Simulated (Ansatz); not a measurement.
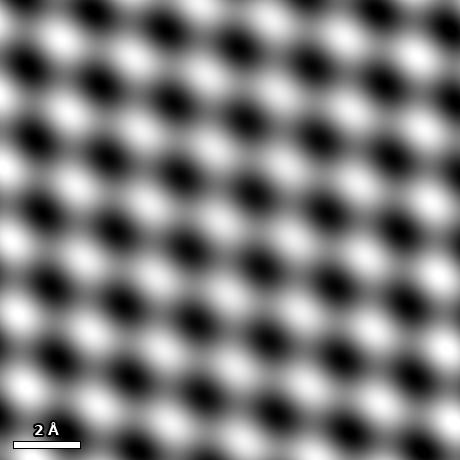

Phase-contrast TEM-like image of Cu (Fm-3m, No. 225) along [110]. Simulated in the weak-phase-object approximation with neutral-atom potentials: 300 kV, Cs = 1.20 mm, defocus −583 Å (negative is underfocus), defocus spread 40 Å, aperture 0.49 1/Å. Structure: a calculation's starting geometry.

Q: What point resolution do these settings give, and which lattice spacings pass?

A: About 2.0 Å (0.66 |Cs|^(1/4) λ^(3/4) with λ = 0.0197 Å). The spacings that carry visible contrast are {111} at 2.09 Å.

Q: Do the atom columns appear dark or bright, and why?

A: Dark. With positive Cs and underfocus sin χ is negative over the pass band, so the strongest columns (Cu) come out darker than the background.
